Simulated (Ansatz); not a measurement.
Formation energy of the localised charge states of O interstitial started as a split pair with O in rock-salt CaO (start: split with O; 64-site cell, 2×2×2 shifted sampling) against the Fermi level, O-rich (Δμ(O) = 0.00 eV; only phases computed here count, gases as isolated molecules at 0 K). The numbers are results of PBE, PAW (plane waves to 420 eV; Ansatz, a quantum-chemistry and plane-wave program), not measurements.

Charges with a result: +1, 0, −1, −2. Others weren't obtained, and one of them could lie lower, also by skipping a charge.

Set-up: 64-site cell; 2×2×2 shifted k-points; host gap 3.66 eV; charged states image-corrected; energies good to tenths of an eV; flagged in the runs: a doubtful potential alignment, a strain field that reaches the edge of the cell.

Left out: charge +1 (level within 0.1 eV of a band edge or past it).

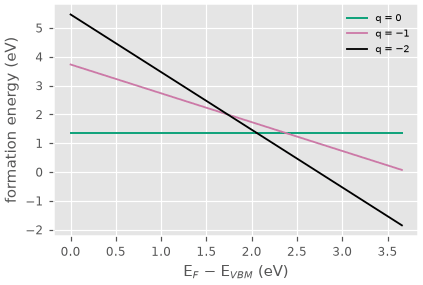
Figure. Formation energy of each charge state against the Fermi level

Crossings of the lowest lines: (0/−2) at 2.06 eV. At the valence-band maximum: q = 0: 1.34 eV; q = −1: 3.73 eV; q = −2: 5.47 eV.
